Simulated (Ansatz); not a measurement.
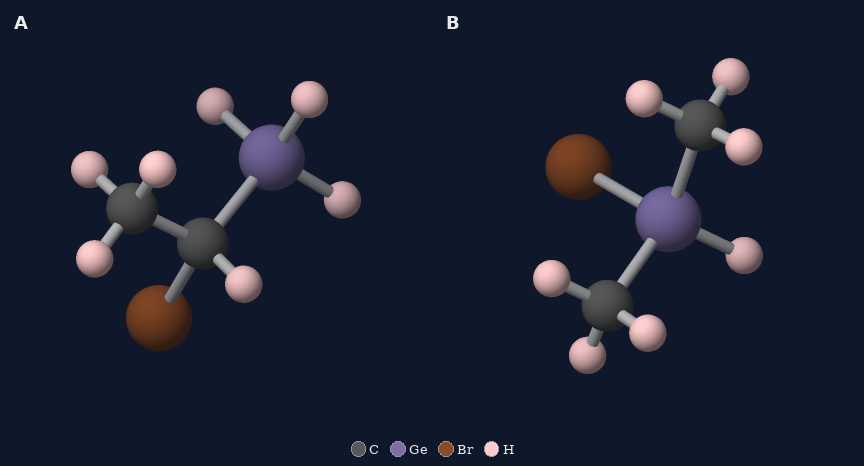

2 stationary structures of one formula. Geometries: PBE-D4/def2-SVP. Electronic energies: PBE-D4/def2-SVP (Ansatz 0.2.0), without zero-point energy. No frequency run is at hand to confirm each as a minimum.

How are they related?

They are constitutional isomers of C2H7BrGe: A `C[C@H]([GeH3])Br`, B `[CH3][GeH]([CH3])[Br]`.

Rank them by energy, lowest first.

B is lowest; A lies 170.5 kJ/mol above it.
